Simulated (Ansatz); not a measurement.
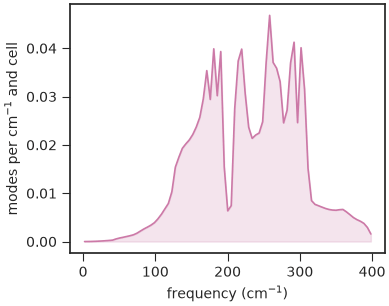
Phonon density of states of MgS in the rock salt structure; finite displacements on a 6×6×6 mesh, LDA density-functional theory in Ansatz (plane waves, PAW), k mesh 12×12×12

Q: Where is the tallest peak, and is there a gap in the spectrum?

A: The tallest peak lies near 260 cm⁻¹. No clear gap shows at this resolution.

The PAW data sets were generated under PBE and serve the other functionals too.

Ansatz is a program for electronic structure.
